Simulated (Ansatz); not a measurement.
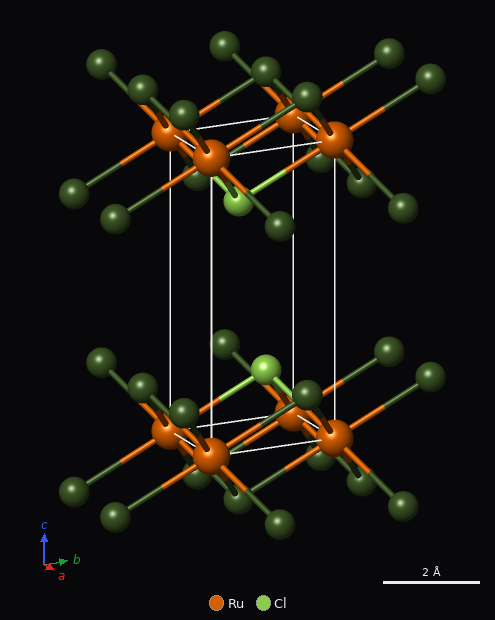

Shown here is a ball-and-stick view of the crystal, taken slightly off an axis. Atoms at the boundary of the conventional unit cell (the box) are drawn once for each face, edge or corner they touch. Bonds that leave the box are completed with the atoms at their other ends, in fainter colours.

RuCl2, cadmium iodide (CdI₂, 1T) type, space group P-3m1 (No. 164), a = 3.599 Å, b = 3.599 Å, c = 6.342 Å, α = 90.00°, β = 90.00°, γ = 120.00°. The structure was taken from a structure type filled with these elements by a generator (whether the compound takes this form wasn't checked). Earlier steps of the study, as a rule a relaxation of our own, may have changed the cell and positions, so they can lie some per cent off the listed ones. It was run through Ansatz as a DFT input.

This one geometry was computed with Ansatz (DFT, plane waves, PAW) at six levels of theory: HSE06, LDA, r2SCAN, PBEsol, PBE and PBE with spin-orbit coupling.

Which level gives the highest pressure at this volume, and what does that say about its equilibrium volume?

Answer. Highest: r2SCAN (-0.3 GPa), PBE (0.0 GPa) and PBE with spin-orbit coupling (0.1 GPa), which points to the largest equilibrium volume. Lowest, with the smallest volume: LDA (-6.2 GPa). Levels within 0.5 GPa of each other can't be told apart.

How does the band gap change with the level of theory?

Answer. LDA: a gap of 0.92 eV on the k-mesh; PBEsol: a gap of 1.00 eV on the k-mesh; PBE: a gap of 1.07 eV, indirect; PBE with spin-orbit coupling: a gap of 1.08 eV on the k-mesh; r2SCAN: a gap of 1.53 eV on the k-mesh; HSE06: a gap of 3.04 eV on the k-mesh.

Collect the results in a table.

Answer.
| level | cutoff (eV) | k-mesh of the run's cell | gap (eV) | pressure (GPa) |
| --- | --- | --- | --- | --- |
| HSE06 | 420 | 6×6×4 | 3.04 | -0.7 |
| LDA | 420 | 12×12×6 | 0.92 | -6.2 |
| r2SCAN | 500 | 12×12×6 | 1.53 | -0.3 |
| PBEsol | 420 | 12×12×6 | 1.00 | -3.8 |
| PBE | 420 | 12×12×6 | 1.07 | 0.0 |
| PBE with spin-orbit coupling | 420 | 12×12×6 | 1.08 | 0.1 |

Gaps are taken on the k-mesh or band path of each run.
